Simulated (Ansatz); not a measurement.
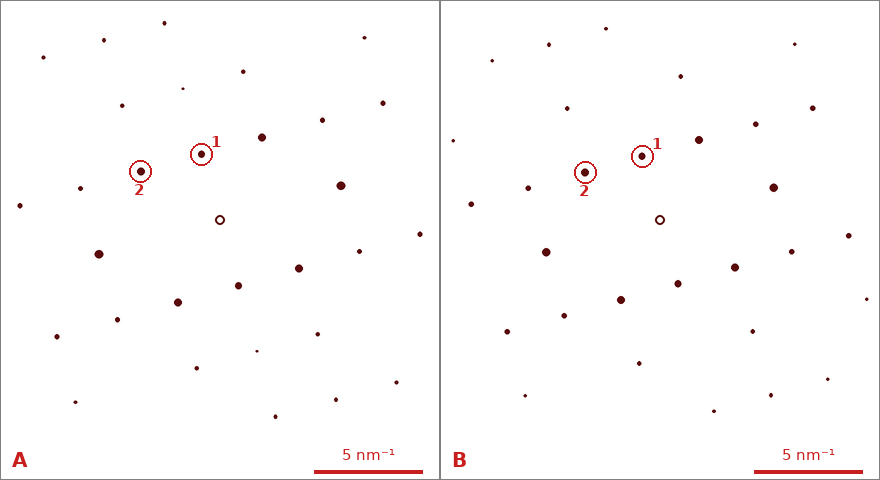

Kinematic electron diffraction patterns (120 kV, B = 0.5 Å², same scale) along [100] of the run's own cell, for the start and the end of one relaxation of GaSn with Ansatz, DFT PBE, scalar-relativistic, plane waves, PAW. k mesh 14×14×12. The start is a generated model structure, and the relaxation ends in the nearest stationary point of its symmetry, not necessarily the ground state. Spot 1 is 0 -1 0 and spot 2 is 0 -1 -1 in both.

Start structure:

```
CELL_PARAMETERS angstrom
1.66097 -7.90256 0.00000
1.66097 7.90256 0.00000
0.00000 0.00000 3.64271
ATOMIC_POSITIONS crystal
Ga 0.79661 0.20339 0.25000
Ga 0.20339 0.79661 0.75000
Sn 0.58285 0.41715 0.25000
Sn 0.41715 0.58285 0.75000
```

> Which pattern belongs to the start structure, and which to the relaxed one?

B is the start: its cell gives d(1) = 3.251 Å, d(2) = 2.425 Å and an angle of 41.7°. A is the relaxed structure, with d(1) = 3.159 Å (-2.8 %), d(2) = 2.322 Å (-4.2 %) and 42.7°.

> What did the relaxation do to the structure and the energy?

The volume changed by -0.0 % to 23.90 Å³ an atom; with the mean shift removed, the atoms moved by up to 0.08 Å relative to the cell (Sn most); the space group stayed Cmcm (No. 63); the free energy fell by 10 meV an atom. Relaxed cell: a = 8.834 Å, b = 8.834 Å, c = 3.426 Å, α = 90.00°, β = 90.00°, γ = 159.05°.
